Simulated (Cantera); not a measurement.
Input: 1 mol B, 6.8 mol H₂O, 3.5 mol H₂, at 33.0 mbar.

Cantera equilibrium calculation (NASA polynomials, part measured and part estimated; ideal gas, pure solids and liquids). Candidate condensed phases: B, B₂O₃, B₃O₃H₃, H₂O; 23 gas species. Gases not in the tables: H₃BO₃. Kinetics and transport are ignored.

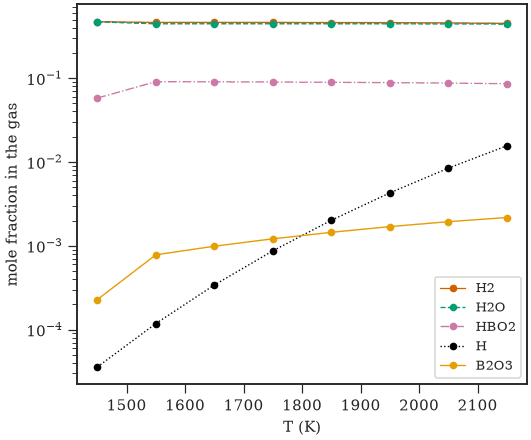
Figure: Equilibrium gas composition (values under 1e-9 drawn at 1e-9)

Read off the mole fractions at 1950 K.

H₂ about 0.46, H₂O about 0.45, HBO₂ about 0.088, H about 0.0043, B₂O₃ about 0.0017.
